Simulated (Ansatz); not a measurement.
# CH₆Si···H₂O: what the fields show

The calculation's input:

```
crystal:
  periodic: [false, false, false]
  atoms:
    - {symbol: Si, position_ang: [-1.060408, -0.402419, -0.029250]}
    - {symbol: O, position_ang: [1.386940, 1.480948, 1.316430]}
    - {symbol: H, position_ang: [-2.282957, -1.144381, -0.444115]}
    - {symbol: H, position_ang: [-0.742445, -0.811977, 1.368100]}
    - {symbol: H, position_ang: [-1.404813, 1.047740, -0.008367]}
    - {symbol: H, position_ang: [1.101665, 0.928970, 2.048827]}
    - {symbol: C, position_ang: [0.366614, -0.745532, -1.180255]}
    - {symbol: H, position_ang: [0.657467, 2.088292, 1.169717]}
    - {symbol: H, position_ang: [0.610900, -1.810072, -1.189399]}
    - {symbol: H, position_ang: [0.122550, -0.444756, -2.201517]}
    - {symbol: H, position_ang: [1.244387, -0.186812, -0.850171]}
basis:
  gaussian: {orbitals: def2-TZVPP}
hamiltonian: {xc: pbe0, dispersion: d4}
output: {orbitals: {seedname: orbitals}}
```

Launched as:

```sh
ansatz run in.yaml --threads 4 --pin off --events-out ev --progress --plain --max-ram 9574MiB
```

The product side of a reaction path; geometry: PBE0-D4/def2-TZVP.

Theory: Ansatz, RKS PBE0-D4/def2-TZVPP.

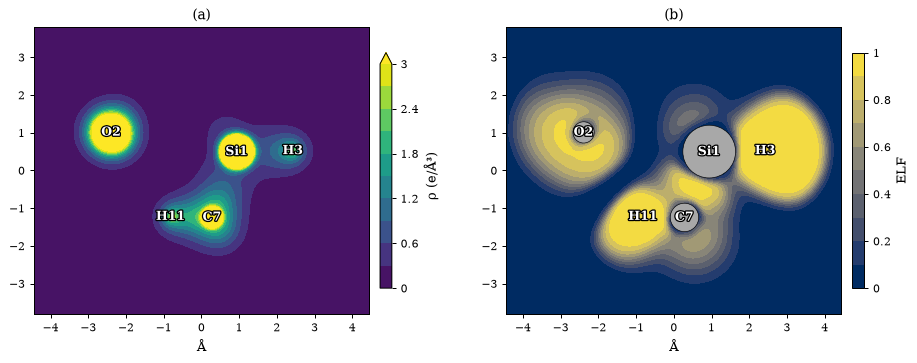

Figure 1. (a) total electron density; (b) electron localisation function on the plane of atoms Si1, C7 and H11. Grey discs cover the atomic cores in the ELF map.

### What do the fields say about this system?

- The section cuts through Si, O, H and C sites.
- Si1···O2 (3.37 Å): the density falls to about 0.04 e/Å³ on the way; the ELF dips to about 0 between them (a weak contact between the two molecules).
- C–Si (1.87 Å): ρ at the midpoint is about 0.97 e/Å³; the ELF peaks at about 0.95 between the atoms (a shared electron pair).
- C–H (1.09 Å): ρ at the midpoint is about 2 e/Å³; the ELF climbs to about 1 towards the hydrogen, as it does in any bond to H: a covalent bond by its length.
- Si–H (1.49 Å): ρ at the midpoint is about 0.8 e/Å³; the ELF climbs to about 1 towards the hydrogen.
- The ELF also peaks beside O2, away from the bonds: lone-pair regions.

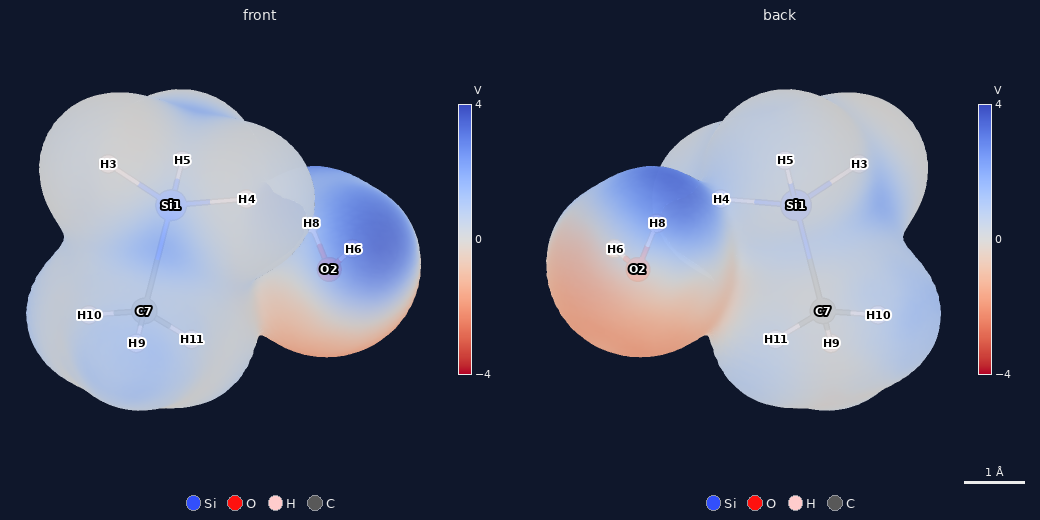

Figure 2. The molecular electrostatic potential painted on the density surface at 0.004 e/bohr³, seen from the front and from behind; the colour scale runs from red (negative) to blue (positive).

### Describe the electrostatic potential map.

The most negative region (about −1.7 V) lies over O2, the most positive (about +3.2 V) over H6 and H8. O2 is the likeliest acceptor of a hydrogen bond.

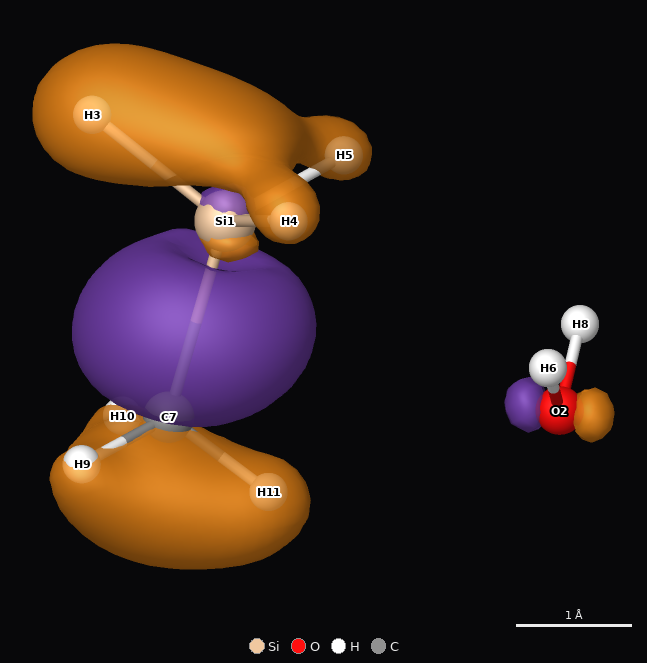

Figure 3. The HOMO−1 at ±0.15 Å⁻³ᐟ² (orange and purple are the two phases), seen at a tilt.

### Describe this orbital and give its energy.

By Hirshfeld shares it lies mainly on C7 (about 40 %), Si1 (about 30 %) and H3 (about 10 %). Its energy is −9.16 eV.
